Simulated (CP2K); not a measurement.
Convergence study of the k-point mesh for Na (Im-3m, 1 atom in the cell)

```yaml
crystal:
  lattice:
    - [3.70771, 0.00000, 0.00000]
    - [-1.23591, 3.49567, 0.00000]
    - [-1.23591, -1.74783, 3.02734]
  atoms:
    - { symbol: Na, position: [0.00000, 0.00000, 0.00000] }
```

Level of theory: PBE, GPW, DZVP-MOLOPT-SR-GTH basis, GTH-PBE potentials (GTH_POTENTIALS) run with CP2K 2026.2.

Base settings: CUTOFF = 950 Ry; REL_CUTOFF = 60 Ry; SMEAR/METHOD = FERMI_DIRAC; ELECTRONIC_TEMPERATURE = 1160.45 K; KPOINTS/SCHEME = MONKHORST-PACK 5 5 5; XC_FUNCTIONAL = PBE; Na/BASIS_SET = DZVP-MOLOPT-SR-GTH-q9; Na/POTENTIAL = GTH-PBE-q9; METHOD = GPW; EPS_DEFAULT = 1e-10.

Moved along: GAMMA_CENTERED.

Only quantities that move along the ladder and can be compared are tabulated.

The starting cell has typed, rounded lattice constants, without a prior relaxation at this level. Its lattice was rescaled by up to half a per cent. Values carry the incompleteness of an atom-centred basis. Without a gap this mesh is coarse (it stands for a supercell whose shortest vector is 19 Å).

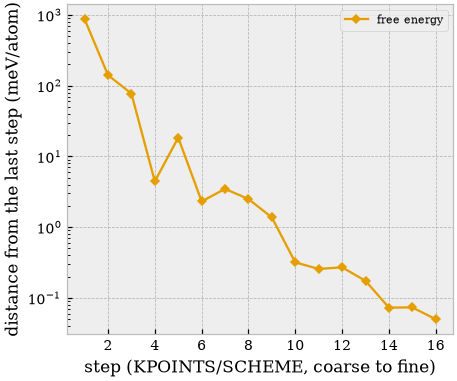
Distance from the last step along the ladder; very small values are drawn at a floor.

```csv
KPOINTS/SCHEME,free energy less the last step's (meV/atom),pressure (GPa)
MONKHORST-PACK 2 2 2,873.73,1.32
MONKHORST-PACK 3 3 3,-141.11,-0.51
MONKHORST-PACK 4 4 4,77.35,0.12
MONKHORST-PACK 5 5 5,-4.44,-0.15
MONKHORST-PACK 6 6 6,18.47,-0.08
MONKHORST-PACK 7 7 7,-2.32,-0.16
MONKHORST-PACK 9 9 9,-3.47,-0.17
MONKHORST-PACK 10 10 10,2.50,-0.14
MONKHORST-PACK 11 11 11,-1.37,-0.16
MONKHORST-PACK 13 13 13,0.32,-0.15
MONKHORST-PACK 14 14 14,-0.26,-0.15
MONKHORST-PACK 16 16 16,-0.27,-0.16
MONKHORST-PACK 17 17 17,0.17,-0.15
MONKHORST-PACK 19 19 19,0.07,-0.15
MONKHORST-PACK 21 21 21,0.07,-0.15
MONKHORST-PACK 23 23 23,0.05,-0.15
MONKHORST-PACK 26 26 26,0.00,-0.15
```

Coarsest KPOINTS/SCHEME that holds the free energy within 5 meV/atom of the last step, with all finer ones: MONKHORST-PACK 7 7 7; the step before is off by 18 meV/atom.

Coarsest KPOINTS/SCHEME that holds the pressure within 0.1 GPa of the last step, with all finer ones: MONKHORST-PACK 5 5 5; the step before is off by 0.28 GPa.
